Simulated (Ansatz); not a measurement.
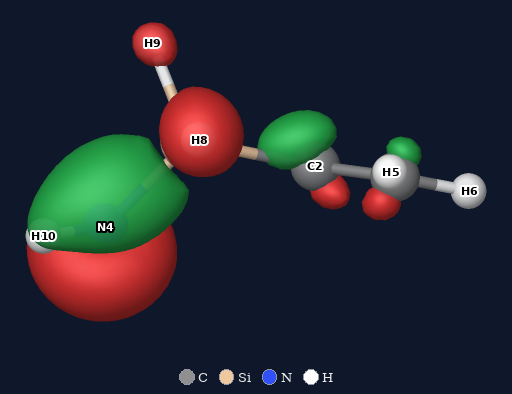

C2H6NSi (SMILES C=C[SiH2][NH]) (doublet). The HOMO (β) at ±0.15 Å⁻³ᐟ² (green and red are the two phases), seen from one side.

Geometry: PBE0-D4/def2-TZVP.

Computed with UKS PBE0-D4/def2-TZVPP in Ansatz 0.2.0.

Input

```
crystal:
  periodic: [false, false, false]
  atoms:
    - {symbol: C, position_ang: [-0.070070, 1.804489, 0.410274]}
    - {symbol: C, position_ang: [0.624702, 0.730556, 0.045407]}
    - {symbol: Si, position_ang: [-0.195927, -0.853583, -0.452112]}
    - {symbol: N, position_ang: [0.468496, -2.181290, 0.474628]}
    - {symbol: H, position_ang: [-1.156450, 1.796558, 0.443508]}
    - {symbol: H, position_ang: [0.408723, 2.738131, 0.692463]}
    - {symbol: H, position_ang: [1.711687, 0.790378, 0.036556]}
    - {symbol: H, position_ang: [-1.671356, -0.679242, -0.307312]}
    - {symbol: H, position_ang: [0.112233, -1.203608, -1.872152]}
    - {symbol: H, position_ang: [-0.148938, -2.993590, 0.531640]}
basis:
  gaussian: {orbitals: def2-TZVPP}
magnetization: {spin_polarized: true, initial_magnetization: 1}
hamiltonian: {xc: pbe0, dispersion: d4}
output: {orbitals: {seedname: orbitals}}
```

Run with:

```sh
ansatz run in.yaml --threads 4 --pin off --events-out ev --progress --plain --max-ram 10444MiB
```

### What is the character of this orbital?

By Hirshfeld shares it lies mainly on N4 (about 65 %), Si3 (about 15 %) and H8 (about 5 %). Its energy is −7.86 eV.
